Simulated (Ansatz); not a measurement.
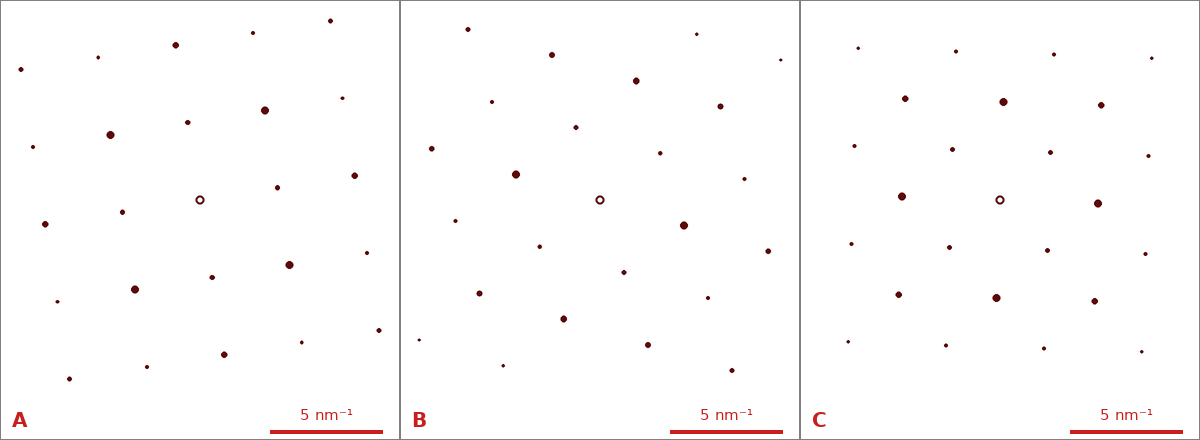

Kinematic electron diffraction patterns (120 kV, B = 0.5 Å², same scale, each along a low-index zone) of three structures of composition MoS, each relaxed at zero pressure with Ansatz, DFT r2SCAN+U, scalar-relativistic, plane waves, PAW.

The structures (standard cells):
1. Pm-3m (No. 221), a = 3.206 Å, 2 atoms; generated start, possibly hypothetical
2. Fm-3m (No. 225), a = 5.048 Å, 8 atoms; generated start, possibly hypothetical
3. F-43m (No. 216), a = 5.673 Å, 8 atoms; generated start, possibly hypothetical

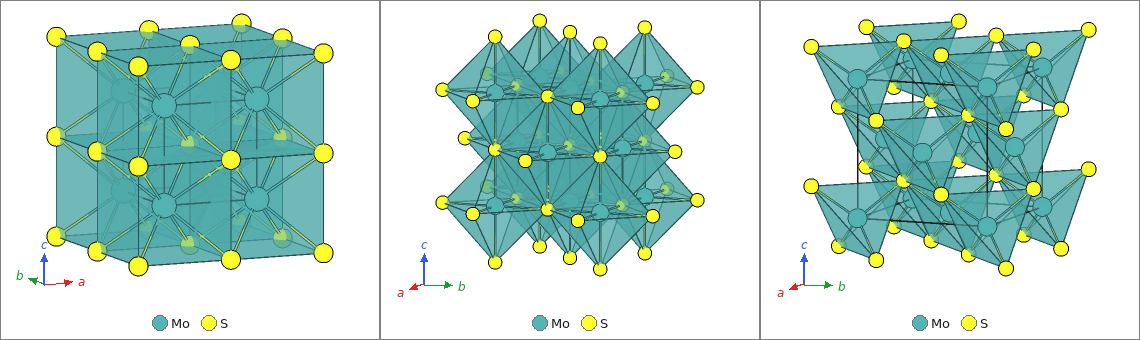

Drawings of the structures 1 to 3, from left to right (each may span several cells).

Which pattern belongs to which structure, and along which zone?

A is structure 3 along [001] or an equivalent direction: square net of 2 0 0 at d = 2.84 Å and 0 2 0 at d = 2.84 Å, 90.0° apart. B is structure 2 along [110] or an equivalent direction: centred rectangular net of -1 1 -1 at d = 2.91 Å and -1 1 1 at d = 2.91 Å, 70.5° apart. C is structure 1 along [001] or an equivalent direction: square net of 1 0 0 at d = 3.21 Å and 0 1 0 at d = 3.21 Å, 90.0° apart.

Rank the structures by their computed energy.

Structure 3 (F-43m, 22.83 Å³ an atom) is the lowest of these; structure 1 (Pm-3m, 16.48 Å³ an atom) lies about 130 meV an atom higher; structure 2 (Fm-3m, 16.08 Å³ an atom) lies about 500 meV an atom higher. These are static energies at 0 K; other structures, not shown, may lie lower still.
